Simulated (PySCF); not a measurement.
**C2HSr radical: field gradients at the nuclei**

Aim: the electric field gradients and quadrupole couplings of C2HSr radical at several levels. Each job file holds the settings and the coordinates that a driver script hands to the program.

Method: the levels named in each step, in PySCF 2.14.0, density-fitted response routines.

## 1. The structure to begin with

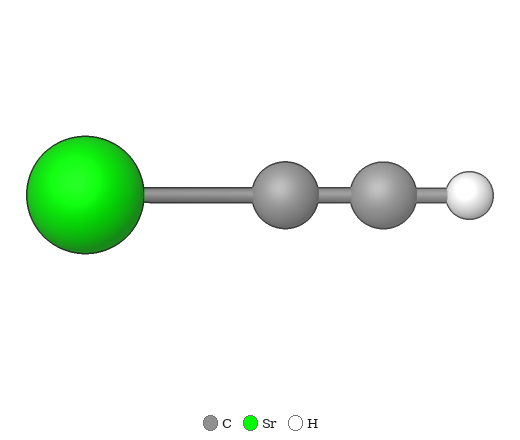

Start, viewed from a chosen angle; carbon grey, strontium green, hydrogen white.

As a file:

```xyz
4

C     0.0000    0.0000   -0.9550
C     0.0000    0.0000    0.2541
Sr    0.0000    0.0000    2.7172
H     0.0000    0.0000   -2.0163
```

## 2. Geometry, PBE0-D3(BJ)/def2-TZVP

The input, job.txt:

```
{"job": {"xc": "PBE0", "basis": "def2-TZVP", "d3": "d3bj", "grid": 2, "kind": "geom"}, "charge": 0, "multiplicity": 2}
C      0.000000     0.000000    -0.954980
C      0.000000     0.000000     0.254080
Sr     0.000000     0.000000     2.717160
H      0.000000     0.000000    -2.016260
```

The program printed:

```text
step   0  E = -107.36210742  max force = 0.026668
step   1  E = -107.36245310  max force = 0.001060
step   2  E = -107.36245701  max force = 0.000322
optimisation converged
```

It took 5.7 s on 4 threads of AMD EPYC 9R45 (Zen 5), shared host; peak memory 0.39 GiB.

It ended at:

```xyz
4

C     0.0000    0.0000   -0.9566
C     0.0000    0.0000    0.2655
Sr    0.0000    0.0000    2.7152
H     0.0000    0.0000   -2.0241
```

## 3. Field gradients, PBE0/def2-TZVPP

The input, job.txt:

```
{"job": {"kind": "efgt", "xc": "PBE0", "basis": "def2-TZVPP"}, "charge": 0, "multiplicity": 2}
C     -0.000000    -0.000000    -0.956578
C      0.000000    -0.000000     0.265455
Sr     0.000000    -0.000000     2.715212
H     -0.000000     0.000000    -2.024090
```

The program printed:

```text
coarse grid: 20920 points
cycle   1  E = -107.2127623139  dE = -1.371e+00  |g| = 4.855e-01  |ddm| = 5.735e+00
cycle   2  E = -106.9422123129  dE =  2.706e-01  |g| = 8.204e-01  |ddm| = 3.281e+00
cycle   3  E = -107.3465690109  dE = -4.044e-01  |g| = 1.606e-01  |ddm| = 1.682e+00
cycle   4  E = -107.3590788348  dE = -1.251e-02  |g| = 4.372e-02  |ddm| = 1.784e-01
cycle   5  E = -107.3602641435  dE = -1.185e-03  |g| = 1.288e-02  |ddm| = 9.771e-02
cycle   6  E = -107.3604411922  dE = -1.770e-04  |g| = 2.809e-03  |ddm| = 7.326e-02
cycle   7  E = -107.3604728342  dE = -3.164e-05  |g| = 9.285e-04  |ddm| = 5.184e-02
cycle   8  E = -107.3604776029  dE = -4.769e-06  |g| = 4.038e-04  |ddm| = 2.098e-02
final grid: 59960 points
cycle   9  E = -107.3604839709  dE = -2.357e-07  |g| = 3.850e-04  |ddm| = 5.476e-03
cycle  10  E = -107.3604837962  dE =  1.747e-07  |g| = 7.837e-04  |ddm| = 2.560e-03
cycle  11  E = -107.3604841134  dE = -3.172e-07  |g| = 1.055e-04  |ddm| = 7.417e-04
cycle  12  E = -107.3604841245  dE = -1.107e-08  |g| = 3.054e-05  |ddm| = 8.039e-04
cycle  13  E = -107.3604841324  dE = -7.902e-09  |g| = 4.735e-06  |ddm| = 1.217e-03
cycle  14  E = -107.3604841324  dE = -2.652e-11  |g| = 2.414e-06  |ddm| = 1.808e-05
converged SCF energy = -107.3604841324

Field-gradient tensors (au): xx yy zz xy xz yz
  0 C     0.18295    0.18295   -0.36591   -0.00000   -0.00000    0.00000
  1 C     0.29239    0.29239   -0.58477   -0.00000    0.00000   -0.00000
  3 H    -0.16781   -0.16781    0.33563   -0.00000    0.00000    0.00000
```

Run time: 2.4 s. Hardware: 4 threads of AMD EPYC 9R45 (Zen 5), shared host; peak memory 0.47 GiB.

## 4. Field gradients, PBE/def2-TZVPP

The input, job.txt:

```
{"job": {"kind": "efgt", "xc": "PBE", "basis": "def2-TZVPP"}, "charge": 0, "multiplicity": 2}
C     -0.000000    -0.000000    -0.956578
C      0.000000    -0.000000     0.265455
Sr     0.000000    -0.000000     2.715212
H     -0.000000     0.000000    -2.024090
```

The program printed:

```text
coarse grid: 20920 points
cycle   1  E = -107.1418314488  dE = -1.285e+00  |g| = 5.806e-01  |ddm| = 6.024e+00
cycle   2  E = -105.3525045099  dE =  1.789e+00  |g| = 1.407e+00  |ddm| = 4.090e+00
cycle   3  E = -107.2849298664  dE = -1.932e+00  |g| = 3.765e-01  |ddm| = 2.533e+00
cycle   4  E = -107.3532171510  dE = -6.829e-02  |g| = 1.089e-01  |ddm| = 5.624e-01
cycle   5  E = -107.3495403406  dE =  3.677e-03  |g| = 1.458e-01  |ddm| = 5.878e-01
cycle   6  E = -107.3631463789  dE = -1.361e-02  |g| = 1.108e-02  |ddm| = 2.794e-01
cycle   7  E = -107.3632449573  dE = -9.858e-05  |g| = 3.949e-03  |ddm| = 9.930e-02
cycle   8  E = -107.3632593939  dE = -1.444e-05  |g| = 1.662e-03  |ddm| = 4.767e-02
cycle   9  E = -107.3632617349  dE = -2.341e-06  |g| = 5.721e-04  |ddm| = 2.383e-02
final grid: 59960 points
cycle  10  E = -107.3632652580  dE =  2.001e-06  |g| = 2.023e-03  |ddm| = 3.413e-03
cycle  11  E = -107.3632395408  dE =  2.572e-05  |g| = 7.223e-03  |ddm| = 8.671e-03
cycle  12  E = -107.3632675034  dE = -2.796e-05  |g| = 6.610e-05  |ddm| = 6.775e-03
cycle  13  E = -107.3632675067  dE = -3.362e-09  |g| = 1.490e-05  |ddm| = 1.746e-04
cycle  14  E = -107.3632675070  dE = -2.338e-10  |g| = 1.171e-05  |ddm| = 9.898e-05
converged SCF energy = -107.3632675070

Field-gradient tensors (au): xx yy zz xy xz yz
  0 C     0.17167    0.17167   -0.34335    0.00000   -0.00000    0.00000
  1 C     0.28010    0.28010   -0.56020    0.00000    0.00000   -0.00000
  3 H    -0.16755   -0.16755    0.33511    0.00000    0.00000    0.00000
```

Run time: 2.3 s. Hardware: 4 threads of AMD EPYC 9R45 (Zen 5), shared host; peak memory 0.47 GiB.

## 5. Field gradients, B3LYP/def2-TZVPP

The input, job.txt:

```
{"job": {"kind": "efgt", "xc": "B3LYP", "basis": "def2-TZVPP"}, "charge": 0, "multiplicity": 2}
C     -0.000000    -0.000000    -0.956578
C      0.000000    -0.000000     0.265455
Sr     0.000000    -0.000000     2.715212
H     -0.000000     0.000000    -2.024090
```

The program printed:

```text
coarse grid: 20920 points
cycle   1  E = -107.3205239670  dE = -1.347e+00  |g| = 5.142e-01  |ddm| = 5.992e+00
cycle   2  E = -106.8694136208  dE =  4.511e-01  |g| = 9.630e-01  |ddm| = 3.580e+00
cycle   3  E = -107.4675655708  dE = -5.982e-01  |g| = 1.842e-01  |ddm| = 1.790e+00
cycle   4  E = -107.4831552402  dE = -1.559e-02  |g| = 5.873e-02  |ddm| = 2.186e-01
cycle   5  E = -107.4849896584  dE = -1.834e-03  |g| = 2.457e-02  |ddm| = 1.210e-01
cycle   6  E = -107.4854167582  dE = -4.271e-04  |g| = 2.641e-03  |ddm| = 7.987e-02
cycle   7  E = -107.4854348988  dE = -1.814e-05  |g| = 8.004e-04  |ddm| = 3.144e-02
cycle   8  E = -107.4854374801  dE = -2.581e-06  |g| = 4.139e-04  |ddm| = 1.289e-02
final grid: 59960 points
cycle   9  E = -107.4854333034  dE = -2.300e-07  |g| = 2.798e-04  |ddm| = 4.625e-03
cycle  10  E = -107.4854333278  dE = -2.438e-08  |g| = 3.488e-04  |ddm| = 2.732e-03
cycle  11  E = -107.4854333817  dE = -5.386e-08  |g| = 1.506e-04  |ddm| = 8.335e-04
cycle  12  E = -107.4854333954  dE = -1.373e-08  |g| = 3.689e-05  |ddm| = 4.457e-04
cycle  13  E = -107.4854334004  dE = -5.000e-09  |g| = 2.869e-05  |ddm| = 5.530e-04
cycle  14  E = -107.4854334014  dE = -9.905e-10  |g| = 6.329e-06  |ddm| = 1.400e-04
converged SCF energy = -107.4854334014

Field-gradient tensors (au): xx yy zz xy xz yz
  0 C     0.19132    0.19132   -0.38264   -0.00000   -0.00000    0.00000
  1 C     0.30957    0.30957   -0.61915    0.00000    0.00000   -0.00000
  3 H    -0.16485   -0.16485    0.32969   -0.00000   -0.00000   -0.00000
```

Run time: 2.4 s. Hardware: 4 threads of AMD EPYC 9R45 (Zen 5), shared host; peak memory 0.47 GiB.

## 6. Field gradients, CAM-B3LYP/def2-TZVPP

The input, job.txt:

```
{"job": {"kind": "efgt", "xc": "CAM-B3LYP", "basis": "def2-TZVPP"}, "charge": 0, "multiplicity": 2}
C     -0.000000    -0.000000    -0.956578
C      0.000000    -0.000000     0.265455
Sr     0.000000    -0.000000     2.715212
H     -0.000000     0.000000    -2.024090
```

The program printed:

```text
coarse grid: 20920 points
cycle   1  E = -107.2701750023  dE = -1.409e+00  |g| = 4.501e-01  |ddm| = 5.705e+00
cycle   2  E = -107.1942787173  dE =  7.590e-02  |g| = 5.972e-01  |ddm| = 2.434e+00
cycle   3  E = -107.3876080477  dE = -1.933e-01  |g| = 9.671e-02  |ddm| = 1.105e+00
cycle   4  E = -107.3922839656  dE = -4.676e-03  |g| = 2.665e-02  |ddm| = 1.515e-01
cycle   5  E = -107.3928767455  dE = -5.928e-04  |g| = 6.723e-03  |ddm| = 9.602e-02
cycle   6  E = -107.3930060483  dE = -1.293e-04  |g| = 2.538e-03  |ddm| = 5.342e-02
cycle   7  E = -107.3930511790  dE = -4.513e-05  |g| = 8.900e-04  |ddm| = 3.893e-02
cycle   8  E = -107.3930575366  dE = -6.358e-06  |g| = 4.738e-04  |ddm| = 1.466e-02
final grid: 59960 points
cycle   9  E = -107.3930539021  dE = -8.317e-07  |g| = 2.718e-04  |ddm| = 5.926e-03
cycle  10  E = -107.3930542123  dE = -3.102e-07  |g| = 2.716e-04  |ddm| = 3.052e-03
cycle  11  E = -107.3930543045  dE = -9.217e-08  |g| = 1.401e-04  |ddm| = 9.883e-04
cycle  12  E = -107.3930544087  dE = -1.043e-07  |g| = 7.917e-05  |ddm| = 1.966e-03
cycle  13  E = -107.3930544495  dE = -4.075e-08  |g| = 1.072e-05  |ddm| = 1.822e-03
cycle  14  E = -107.3930544497  dE = -2.412e-10  |g| = 6.295e-06  |ddm| = 6.721e-05
converged SCF energy = -107.3930544497

Field-gradient tensors (au): xx yy zz xy xz yz
  0 C     0.19389    0.19389   -0.38778   -0.00000   -0.00000    0.00000
  1 C     0.31490    0.31490   -0.62980    0.00000    0.00000   -0.00000
  3 H    -0.16540   -0.16540    0.33081   -0.00000   -0.00000    0.00000
```

Run time: 2.6 s. Hardware: 4 threads of AMD EPYC 9R45 (Zen 5), shared host; peak memory 0.48 GiB.

## 7. Field gradients, HF/def2-TZVPP

The input, job.txt:

```
{"job": {"kind": "efgt", "xc": "HF", "basis": "def2-TZVPP"}, "charge": 0, "multiplicity": 2}
C     -0.000000    -0.000000    -0.956578
C      0.000000    -0.000000     0.265455
Sr     0.000000    -0.000000     2.715212
H     -0.000000     0.000000    -2.024090
```

The program printed:

```text
final grid: 59960 points
cycle   1  E = -106.5544214290  dE = -1.452e+00  |g| = 3.563e-01  |ddm| = 5.591e+00
cycle   2  E = -106.6071793914  dE = -5.276e-02  |g| = 2.427e-01  |ddm| = 1.333e+00
cycle   3  E = -106.6385127752  dE = -3.133e-02  |g| = 5.049e-02  |ddm| = 5.922e-01
cycle   4  E = -106.6415481207  dE = -3.035e-03  |g| = 1.426e-02  |ddm| = 2.511e-01
cycle   5  E = -106.6421736465  dE = -6.255e-04  |g| = 6.714e-03  |ddm| = 1.478e-01
cycle   6  E = -106.6423520058  dE = -1.784e-04  |g| = 3.739e-03  |ddm| = 6.325e-02
cycle   7  E = -106.6424493062  dE = -9.730e-05  |g| = 1.498e-03  |ddm| = 5.109e-02
cycle   8  E = -106.6424681027  dE = -1.880e-05  |g| = 6.437e-04  |ddm| = 2.851e-02
cycle   9  E = -106.6424709082  dE = -2.806e-06  |g| = 3.284e-04  |ddm| = 1.202e-02
cycle  10  E = -106.6424714218  dE = -5.136e-07  |g| = 2.457e-04  |ddm| = 3.306e-03
cycle  11  E = -106.6424717702  dE = -3.484e-07  |g| = 2.015e-04  |ddm| = 2.116e-03
cycle  12  E = -106.6424720941  dE = -3.239e-07  |g| = 1.773e-04  |ddm| = 2.130e-03
cycle  13  E = -106.6424725424  dE = -4.483e-07  |g| = 1.452e-04  |ddm| = 3.348e-03
cycle  14  E = -106.6424731012  dE = -5.588e-07  |g| = 7.929e-05  |ddm| = 6.484e-03
cycle  15  E = -106.6424732702  dE = -1.690e-07  |g| = 2.273e-05  |ddm| = 4.919e-03
cycle  16  E = -106.6424732750  dE = -4.800e-09  |g| = 1.002e-05  |ddm| = 7.354e-04
cycle  17  E = -106.6424732753  dE = -3.276e-10  |g| = 3.174e-06  |ddm| = 1.857e-04
converged SCF energy = -106.6424732753

Field-gradient tensors (au): xx yy zz xy xz yz
  0 C     0.22259    0.22259   -0.44517   -0.00000    0.00000   -0.00000
  1 C     0.33890    0.33890   -0.67781    0.00000    0.00000    0.00000
  3 H    -0.16771   -0.16771    0.33542   -0.00000   -0.00000    0.00000
```

Run time: 0.7 s. Hardware: 4 threads of AMD EPYC 9R45 (Zen 5), shared host; peak memory 0.48 GiB.

## 8. Comparison

Largest principal value Vzz, in atomic units:

```csv
atom,PBE0/def2-TZVPP,PBE/def2-TZVPP,B3LYP/def2-TZVPP,CAM-B3LYP/def2-TZVPP,HF/def2-TZVPP
C1,-0.3659,-0.3433,-0.3826,-0.3878,-0.4452
C2,-0.5848,-0.5602,-0.6191,-0.6298,-0.6778
H4,0.3356,0.3351,0.3297,0.3308,0.3354
CPU time,13 s,13 s,13 s,14 s,3.7 s
```

Couplings eQVzz/h in MHz (234.9647 × Q in barn × Vzz), with Q = 0.00285783 (2H):

```csv
nucleus,PBE0/def2-TZVPP,PBE/def2-TZVPP,B3LYP/def2-TZVPP,CAM-B3LYP/def2-TZVPP,HF/def2-TZVPP
2H (atom 4),0.225,0.225,0.221,0.222,0.225
```

## 9. Results

| quantity | value |
| --- | --- |
| coupling of 2H (atom 4), PBE0/def2-TZVPP | 0.225 MHz |

**Reading.** The largest coupling, that of 2H, runs from 0.221 (B3LYP/def2-TZVPP) to 0.225 MHz (PBE0/def2-TZVPP). The gradients are non-relativistic, at the equilibrium geometry and in principal axes; measured couplings hold vibrational averaging and refer to the inertial axes. The def2 sets are stiff near the nuclei, which limits their accuracy. Atoms with effective core potentials have no gradient listed, since their core's share is missing.
